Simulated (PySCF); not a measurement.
# CoON: singlet, from a linear start

The task is one start of a wider search on CoON: the singlet, from a linear start. It is relaxed, tested by its Hessian and followed downhill if it is a saddle.

Computed with PySCF 2.14.0. Level: PBE0, basis Co def2-TZVP, O def2-TZVP, N def2-TZVP, no relativity, density fitting.

## (1) Where the work starts

3 atoms, charge 0, spin multiplicity 1.

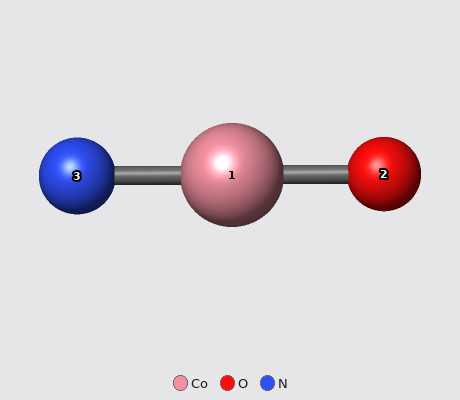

As it starts; cobalt pink, oxygen red, nitrogen blue; atoms are numbered from 1 in the order of the file.

```xyz
3
charge 0 multiplicity 1
Co    0.0000    0.0000    0.0000
O     0.0000    0.0000   -1.6000
N     0.0000    0.0000    1.6300
```

## (2) First SCF at the start

One driver script runs all steps and calls PySCF; scf.py shows how it sets up the SCF of each step. The optimiser is the driver's own. After this first run the driver tries any further starts and a stability analysis.

Contents of scf.py:

```python
from pyscf import gto, scf, dft
mol = gto.M(atom='''
Co     0.000000     0.000000     0.000000
O      0.000000     0.000000    -1.600000
N      0.000000     0.000000     1.630000''',
    basis={'Co': 'def2-TZVP', 'O': 'def2-TZVP', 'N': 'def2-TZVP'},
    charge=0, spin=0)
mf = dft.RKS(mol, xc='PBE0')
mf.grids.atom_grid = (50, 194)
aux = {'Co': 'def2-universal-JKFIT', 'O': 'def2-universal-JKFIT', 'N': 'def2-universal-JKFIT'}
mf = mf.density_fit(auxbasis=aux)
mf.conv_tol = 1e-08
mf.diis_space = 10
mf.max_cycle = 60
mf.init_guess = 'minao'
mf.verbose = 4
mf.kernel()
```

Started as:

```
OMP_NUM_THREADS=2 python axn.py task.json out
```

Log (excerpt; [...] marks lines left out):

```text
[... the frontier levels of the middle cycles are left out ...]
init E= -1511.34237104492
  HOMO = 0.175718667325836  LUMO = 0.192292493823561  gap/eV = 0.45100
cycle= 1 E= -1495.20683007034  delta_E= 16.1  |g|=    8  |ddm|= 66.9
  HOMO = -1.38322963345281  LUMO = -1.14600015323327  gap/eV = 6.45534
cycle= 2 E= -1455.82813017927  delta_E= 39.4  |g|= 18.1  |ddm|= 66.5
  HOMO = -0.790119189956646  LUMO = -0.616784125514818  gap/eV = 4.71669
cycle= 3 E= -1491.43468058438  delta_E= -35.6  |g|= 12.8  |ddm|= 10.2
cycle= 4 E= -1492.74651947278  delta_E= -1.31  |g|= 11.6  |ddm|= 4.54
cycle= 5 E= -1497.5802131801  delta_E= -4.83  |g|= 10.3  |ddm|= 5.86
cycle= 6 E= -1497.01806215684  delta_E= 0.562  |g|= 9.94  |ddm|=  4.4
cycle= 7 E= -1503.21859015349  delta_E= -6.2  |g|= 7.43  |ddm|=  6.4
cycle= 8 E= -1502.77914456036  delta_E= 0.439  |g|= 7.34  |ddm|= 2.81
cycle= 9 E= -1506.28749516784  delta_E= -3.51  |g|=  6.5  |ddm|= 2.33
cycle= 10 E= -1505.31724165172  delta_E= 0.97  |g|= 6.28  |ddm|= 1.22
cycle= 11 E= -1505.41943396928  delta_E= -0.102  |g|= 6.26  |ddm|= 0.431
cycle= 12 E= -1490.17965157232  delta_E= 15.2  |g|= 8.83  |ddm|=   49
cycle= 13 E= -1506.92636049316  delta_E= -16.7  |g|= 5.37  |ddm|=   49
cycle= 14 E= -1511.97286869532  delta_E= -5.05  |g|= 1.26  |ddm|= 2.14
[... 3 cycles left out ...]
cycle= 18 E= -1510.40749623341  delta_E= 0.344  |g|= 3.41  |ddm|= 0.146
cycle= 19 E= -1510.12583625886  delta_E= 0.282  |g|= 3.54  |ddm|= 0.166
cycle= 20 E= -1511.10926654546  delta_E= -0.983  |g|= 2.65  |ddm|= 0.397
cycle= 21 E= -1512.16670455991  delta_E= -1.06  |g|= 0.613  |ddm|= 0.748
cycle= 22 E= -1512.20995584881  delta_E= -0.0433  |g|= 0.121  |ddm|= 0.216
cycle= 23 E= -1512.21185403226  delta_E= -0.0019  |g|= 0.0715  |ddm|= 0.0827
cycle= 24 E= -1512.21295511179  delta_E= -0.0011  |g|= 0.00473  |ddm|= 0.0303
cycle= 25 E= -1512.21296530444  delta_E= -1.02e-05  |g|= 0.00295  |ddm|= 0.00711
cycle= 26 E= -1512.21296856644  delta_E= -3.26e-06  |g|= 0.00117  |ddm|= 0.00504
cycle= 27 E= -1512.21296925953  delta_E= -6.93e-07  |g|= 0.000321  |ddm|= 0.00279
cycle= 28 E= -1512.21296931886  delta_E= -5.93e-08  |g|= 0.000378  |ddm|= 0.00105
cycle= 29 E= -1512.21296934532  delta_E= -2.65e-08  |g|= 0.000245  |ddm|= 0.000461
cycle= 30 E= -1512.21296935569  delta_E= -1.04e-08  |g|= 1.65e-05  |ddm|= 0.000273
cycle= 31 E= -1512.21296935576  delta_E= -6.78e-11  |g|= 6.35e-06  |ddm|= 3.27e-05
  HOMO = -0.315093746570748  LUMO = -0.195111847132957  gap/eV = 3.26487
Extra cycle  E= -1512.2129693552  delta_E= 5.54e-10  |g|= 5.88e-05  |ddm|= 2.27e-05
converged SCF energy = -1512.2129693552
```

This step, with its further starts and checks, needed 12 s of wall time on 2 threads of Arm Neoverse V2, shared host.

The starts that the driver tried:

```tsv
start	energy (Eh)
the minimal-basis guess	-1512.212969
a thermally smeared density	-1512.212969
a smeared PBE density	-1512.212969
```

No lower closed-shell solution turned up from the other starts or in the test of internal stability.

## (3) Linear start, singlet: relaxation

The program finds C∞v symmetry in the start, which this walk keeps.

scf.py, as its differences from that of step 2:

```diff
@@ -3,3 +3,3 @@
-Co     0.000000     0.000000     0.000000
-O      0.000000     0.000000    -1.600000
-N      0.000000     0.000000     1.630000''',
+Co     0.000000    -0.000000     0.031112
+O      0.000000     0.000000    -1.568888
+N      0.000000    -0.000000     1.661112''',
@@ -15 +14,0 @@
-mf.init_guess = 'minao'
```

The optimiser's trace:

```tsv
step	energy (Eh)	change (kJ/mol)	largest symmetric gradient (Eh/bohr)
0	-1512.212969	0.00	0.10180
1	-1512.228454	-40.66	0.03091
2	-1512.228912	-41.86	0.01094
3	-1512.229006	-42.10	0.00110
4	-1512.229008	-42.11	0.00012
```

The walk took 7.5 s.

Geometry (Å) and forces (eV/Å) at some steps:

```
step 0
Co   0.000   0.000   0.031   0.000   0.000   4.147
O    0.000   0.000  -1.569   0.000   0.000   1.088
N    0.000   0.000   1.661   0.000   0.000  -5.235
step 1
Co   0.000   0.000   0.066   0.000   0.000   1.589
O    0.000   0.000  -1.512   0.000   0.000  -0.787
N    0.000   0.000   1.570   0.000   0.000  -0.803
step 2
Co   0.000   0.000   0.082   0.000   0.000  -0.563
O    0.000   0.000  -1.518   0.000   0.000   0.029
N    0.000   0.000   1.559   0.000   0.000   0.533
step 3
Co   0.000   0.000   0.078   0.000   0.000   0.011
O    0.000   0.000  -1.520   0.000   0.000   0.046
N    0.000   0.000   1.565   0.000   0.000  -0.057
step 4
Co   0.000   0.000   0.078   0.000   0.000   0.006
O    0.000   0.000  -1.519   0.000   0.000  -0.004
N    0.000   0.000   1.564   0.000   0.000  -0.003
```

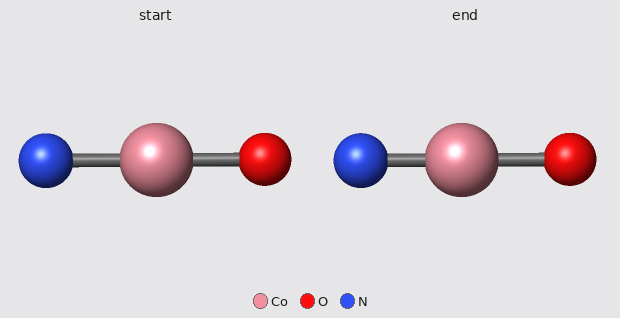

The geometry along the walk, at one scale.

End point (C∞v, 4 steps, 42.1 kJ/mol gained): Co–N 1.486 Å, Co–O 1.597 Å; N–Co–O 180.0°.

## (4) Is it a minimum? Harmonic modes

On the finer grid the gradient is checked again; gradients at displacements of ±0.02 bohr then give force constants and infrared intensities.

scf.py, as its differences from that of step 3:

```diff
@@ -3,3 +3,3 @@
-Co     0.000000    -0.000000     0.031112
-O      0.000000     0.000000    -1.568888
-N      0.000000    -0.000000     1.661112''',
+Co     0.000000    -0.000000     0.053239
+O     -0.000000     0.000000    -1.544076
+N      0.000000    -0.000000     1.539647''',
@@ -9 +9 @@
-mf.grids.atom_grid = (50, 194)
+mf.grids.atom_grid = (75, 302)
@@ -12 +12 @@
-mf.conv_tol = 1e-08
+mf.conv_tol = 1e-10
```

This SCF starts from the last density.

Log of the central SCF (cycles and frontier levels):

```text
init E= -1512.22893153037
  HOMO = -0.315158676036926  LUMO = -0.185926048248014  gap/eV = 3.51660
cycle= 1 E= -1512.22893152643  delta_E= 3.94e-09  |g|= 0.000141  |ddm|= 7.25e-05
  HOMO = -0.31513861513403  LUMO = -0.185938079144627  gap/eV = 3.51573
cycle= 2 E= -1512.22893135164  delta_E= 1.75e-07  |g|= 0.000957  |ddm|= 0.000467
  HOMO = -0.315155116958742  LUMO = -0.185931444853878  gap/eV = 3.51636
cycle= 3 E= -1512.22893152765  delta_E= -1.76e-07  |g|= 0.000162  |ddm|= 0.000401
  HOMO = -0.315156254453169  LUMO = -0.185928307155045  gap/eV = 3.51647
cycle= 4 E= -1512.22893153047  delta_E= -2.82e-09  |g|= 1.66e-06  |ddm|= 4.03e-05
  HOMO = -0.315156107288449  LUMO = -0.185928239408341  gap/eV = 3.51647
cycle= 5 E= -1512.22893153049  delta_E= -1.27e-11  |g|= 5.37e-07  |ddm|= 1.07e-06
  HOMO = -0.315156113472018  LUMO = -0.185928243967993  gap/eV = 3.51647
Extra cycle  E= -1512.22893153049  delta_E= -2.27e-12  |g|= 3.81e-06  |ddm|= 1.39e-06
converged SCF energy = -1512.22893153049
```

The whole step took 24 s.

Geometry: C∞v; Co–N 1.486 Å, Co–O 1.597 Å; N–Co–O 180.0°.

Modes, for the most abundant isotopes:

```tsv
symmetry	ω (cm⁻¹)	IR (km/mol)	μ (u)
π	206i	116	19.75
σ+	970	114	17.43
σ+	1138	256	16.72
```

2 modes are imaginary, the largest at 206i cm⁻¹: a saddle point, not a minimum.

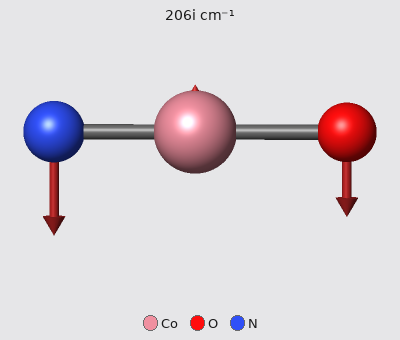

The imaginary mode, as arrows.

Properties at this point:

| Item | Value |
| --- | --- |
| Dipole moment | 1.90 D |
| Highest occupied level | -8.58 eV |
| Lowest empty level | -5.06 eV |
| Rotational constants | 0.2358 cm⁻¹ |
| Zero-point energy (real modes) | 12.6 kJ/mol |
| Principal polarisabilities | 20.8, 20.8, 61.4 bohr³ |
| Atomisation energy without zero-point energy | 471 kJ/mol |
| Principal traceless quadrupole moments about the centre of mass | -8.93, 4.46, 4.46 D Å |

Charges (e) and bond orders:

```tsv
atom	Mulliken	Löwdin	polar tensor	Mayer order to Co1
Co1	0.96	0.38	1.65	–
O2	-0.54	-0.31	-0.89	1.57
N3	-0.42	-0.07	-0.76	2.43
```

Mulliken populations on Co1: s 6.16, p 12.37, d 7.51, f 0.00.

## (5) Following the imaginary mode

The atoms are moved a little along the softest imaginary mode and relaxed again.

The program finds Cs symmetry in the start, which this walk keeps. The walk stops when the largest gradient is under 0.0003 Eh/bohr and the energy has settled too.

scf.py, as its differences from that of step 4:

```diff
@@ -3,3 +3,3 @@
-Co     0.000000    -0.000000     0.053239
-O     -0.000000     0.000000    -1.544076
-N      0.000000    -0.000000     1.539647''',
+Co    -0.000014    -0.055046     0.053239
+O      0.000025     0.097762    -1.544076
+N      0.000030     0.120000     1.539647''',
@@ -9 +9 @@
-mf.grids.atom_grid = (75, 302)
+mf.grids.atom_grid = (50, 194)
@@ -12 +12 @@
-mf.conv_tol = 1e-10
+mf.conv_tol = 1e-08
```

The optimiser's trace:

```tsv
step	energy (Eh)	change (kJ/mol)	largest symmetric gradient (Eh/bohr)
0	-1512.230149	0.00	0.01317
1	-1512.230894	-1.96	0.00933
2	-1512.232726	-6.77	0.01339
3	-1512.234658	-11.84	0.00792
4	-1512.235362	-13.69	0.00432
5	-1512.235424	-13.85	0.00341
6	-1512.235442	-13.90	0.00059
7	-1512.235443	-13.90	0.00004
```

The walk took 15 s.

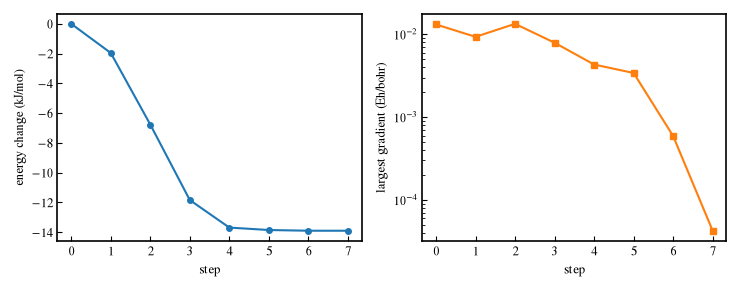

How energy and gradient fall.

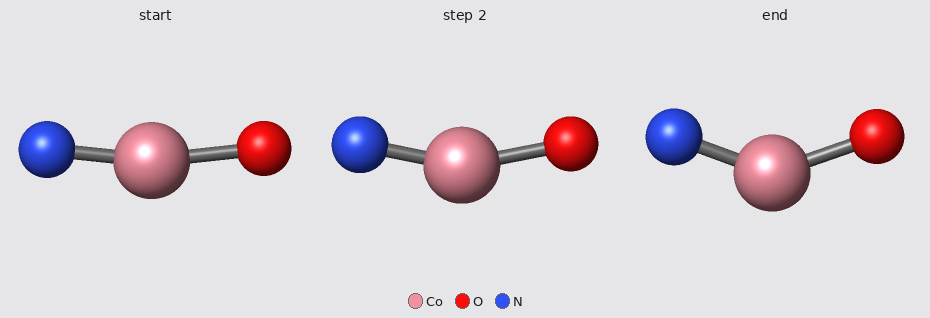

Start and end of the relaxation, with a step between.

After 7 steps and 13.9 kJ/mol it ends at Cs: Co–N 1.487 Å, Co–O 1.578 Å; N–Co–O 140.5°.

## (6) Hessian and properties

The same treatment as at the point before.

scf.py, as its differences from that of step 5:

```diff
@@ -3,3 +3,3 @@
-Co    -0.000014    -0.055046     0.053239
-O      0.000025     0.097762    -1.544076
-N      0.000030     0.120000     1.539647''',
+Co    -0.000044    -0.173599     0.050410
+O      0.000083     0.327618    -1.445575
+N      0.000091     0.357096     1.439170''',
@@ -9 +9 @@
-mf.grids.atom_grid = (50, 194)
+mf.grids.atom_grid = (75, 302)
@@ -12 +12 @@
-mf.conv_tol = 1e-08
+mf.conv_tol = 1e-10
```

SCF at the final geometry:

```text
init E= -1512.23529323222
  HOMO = -0.299449178592206  LUMO = -0.181367417048349  gap/eV = 3.21317
cycle= 1 E= -1512.23529323217  delta_E= 4.91e-11  |g|= 1.73e-05  |ddm|= 8.35e-06
  HOMO = -0.299447235193685  LUMO = -0.18136771235217  gap/eV = 3.21311
cycle= 2 E= -1512.23529322947  delta_E= 2.7e-09  |g|= 0.000125  |ddm|= 5.64e-05
  HOMO = -0.299449009417566  LUMO = -0.18136777734054  gap/eV = 3.21315
cycle= 3 E= -1512.2352932322  delta_E= -2.73e-09  |g|= 1.44e-05  |ddm|= 4.76e-05
  HOMO = -0.299448934292082  LUMO = -0.181367490192535  gap/eV = 3.21316
cycle= 4 E= -1512.23529323223  delta_E= -2.59e-11  |g|= 2.5e-07  |ddm|= 4.14e-06
  HOMO = -0.299448924643317  LUMO = -0.18136747816439  gap/eV = 3.21316
Extra cycle  E= -1512.23529323223  delta_E= -9.09e-13  |g|= 1.65e-06  |ddm|= 6.88e-07
converged SCF energy = -1512.23529323223
```

The whole step needed 38 s of wall time on 2 threads of Arm Neoverse V2, shared host.

Geometry: Cs; Co–N 1.487 Å, Co–O 1.578 Å; N–Co–O 140.6°.

Harmonic modes (main isotopes):

```tsv
symmetry	ω (cm⁻¹)	IR (km/mol)
a'	207	38.0
a'	991	92.9
a'	1161	205
```

No imaginary mode, so this is a minimum.

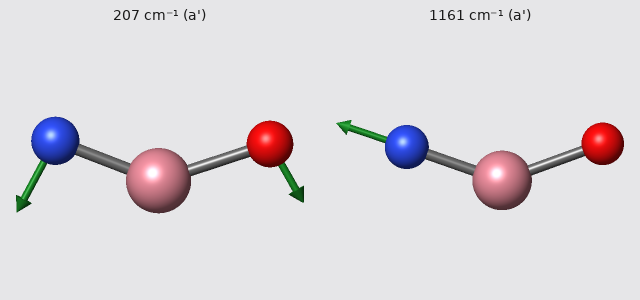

How the atoms move in 2 of the modes.

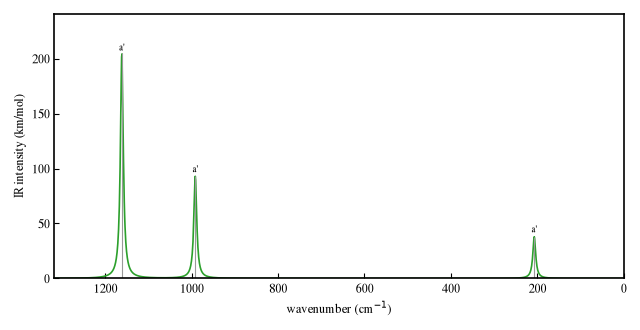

The harmonic infrared spectrum (widths in cm⁻¹). Lines are broadened to a width of 8 cm⁻¹ (Lorentzian).

Constants and moments:

* Dipole moment: 3.09 D
* Highest occupied level: -8.15 eV
* Lowest empty level: -4.94 eV
* Rotational constants: 3.202, 0.2693, 0.2484 cm⁻¹
* Zero-point energy: 14.1 kJ/mol
* Principal polarisabilities: 20.7, 24.4, 56.3 bohr³
* Atomisation energy without zero-point energy: 488 kJ/mol
* Principal traceless quadrupole moments about the centre of mass: -7.43, 2.97, 4.46 D Å
* Entropy at 298.15 K and 1 bar: 264.3 J/(mol K)
* Heat capacity Cp at 298.15 K: 43.5 J/(mol K)
* Enthalpy at 298.15 K above 0 K: 11.51 kJ/mol
* Rotational symmetry number: 1

Populations by atom (charges in e):

```tsv
atom	Mulliken	Löwdin	polar tensor	Mayer order to Co1
Co1	0.99	0.30	1.49	–
O2	-0.56	-0.26	-0.84	1.48
N3	-0.43	-0.05	-0.66	2.36
```

Mulliken populations on Co1: s 6.13, p 12.28, d 7.60, f 0.00.

## (7) A spin-polarised start

A stability analysis found the closed shell of the lowest minimum unstable towards spin polarisation, so the unrestricted solution is followed.

The program finds Cs symmetry in the start, which may break. The walk stops when the largest gradient is under 0.0003 Eh/bohr and the energy has settled too.

scf.py, as its differences from that of step 6:

```diff
@@ -3,3 +3,3 @@
-Co    -0.000044    -0.173599     0.050410
-O      0.000083     0.327618    -1.445575
-N      0.000091     0.357096     1.439170''',
+Co    -0.000044    -0.173710     0.050390
+O      0.000083     0.327506    -1.445595
+N      0.000091     0.356984     1.439150''',
@@ -8,2 +8,2 @@
-mf = dft.RKS(mol, xc='PBE0')
-mf.grids.atom_grid = (75, 302)
+mf = dft.UKS(mol, xc='PBE0')
+mf.grids.atom_grid = (50, 194)
@@ -12 +12 @@
-mf.conv_tol = 1e-10
+mf.conv_tol = 1e-08
```

Energy and gradient, step by step:

```tsv
step	energy (Eh)	change (kJ/mol)	largest gradient (Eh/bohr)
0	-1512.238256	0.00	0.01949
1	-1512.238970	-1.87	0.00424
2	-1512.239120	-2.27	0.00296
3	-1512.239183	-2.44	0.00310
4	-1512.239200	-2.48	0.00104
5	-1512.239202	-2.48	0.00004
```

The walk took 22 s.

Positions (Å) and forces (eV/Å) along the way:

```
step 0
Co   0.000  -0.174   0.050   0.000  -0.734  -0.871
O    0.000   0.328  -1.446   0.000   0.195  -0.132
N    0.000   0.357   1.439   0.000   0.539   1.003
step 1
Co   0.000  -0.191   0.045   0.001  -0.218  -0.174
O    0.000   0.335  -1.448  -0.001   0.078   0.114
N    0.000   0.367   1.447  -0.001   0.141   0.060
step 3
Co   0.000  -0.220   0.042   0.001   0.039   0.133
O    0.000   0.348  -1.432  -0.001   0.014   0.026
N    0.000   0.382   1.434   0.000  -0.053  -0.159
step 5
Co   0.000  -0.224   0.044   0.003   0.001   0.001
O    0.000   0.351  -1.427  -0.002   0.004  -0.002
N    0.000   0.384   1.428  -0.001  -0.005   0.001
```

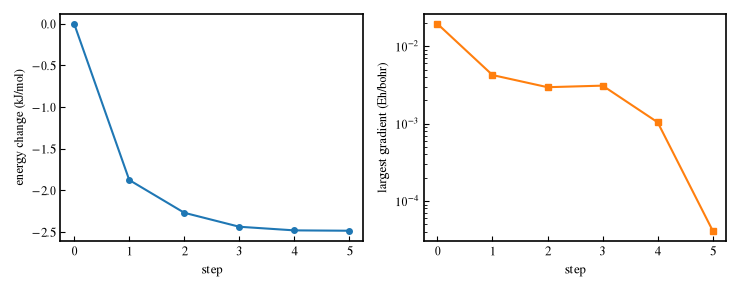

How energy and gradient fall.

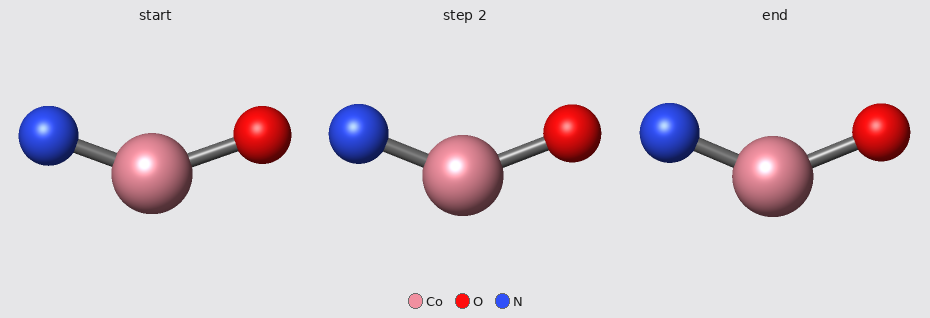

Start and end of the relaxation, with a step between.

End point (Cs, 5 steps, 2.5 kJ/mol gained): Co–N 1.512 Å, Co–O 1.580 Å; N–Co–O 134.9°.

## (8) Frequencies

The point was taken to the finer grid, but the Hessian ran out of time, so its nature is unknown.

## (9) The points found, side by side

| spin | group | bonds | imaginary modes (cm⁻¹) | ΔE (kJ/mol) | with zero-point energy |
| --- | --- | --- | --- | --- | --- |
| singlet | Cs | Co–N 1.487 Å, Co–O 1.578 Å | none | 0.0 | 0.0 |
| singlet | C∞v | Co–N 1.486 Å, Co–O 1.597 Å | 206i, 206i | 16.7 | – |

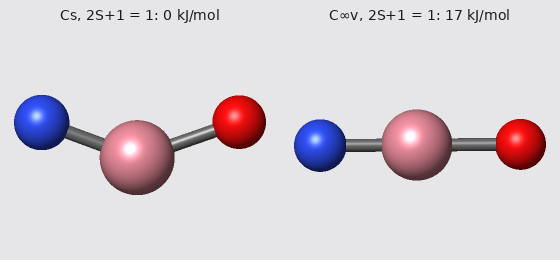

The points, lowest first (cobalt pink, oxygen red, nitrogen blue).

## (10) Outcome

```
                            quantity                                                           value
                             minimum  singlet, Cs (closed shell, unstable towards spin polarisation)
                            geometry                       Co–N 1.487 Å, Co–O 1.578 Å; N–Co–O 140.6°
                  wavenumbers (cm⁻¹)                                   207 (a'), 991 (a'), 1161 (a')
                       dipole moment                                                          3.09 D
highest occupied, lowest empty level                                                 -8.15, -4.94 eV
          polar-tensor charge of Co1                                                         +1.49 e
                   zero-point energy                                                     14.1 kJ/mol
```

What this shows: The linear start (C∞v) ends in a minimum of Cs symmetry, after a stop at a second-order saddle point 16.7 kJ/mol higher, from which it was pushed off along an imaginary mode. In the infrared the band at 1161 cm⁻¹ (a', stretch) leads. Only this shape and spin were tried, so other structures or states may lie lower. A stability analysis at the minimum finds the closed shell unstable towards spin polarisation: an open-shell solution lies lower, and these values are not those of the lowest state.

The search up to here needed 3.6 min of wall time on 2 threads of Arm Neoverse V2, shared host.
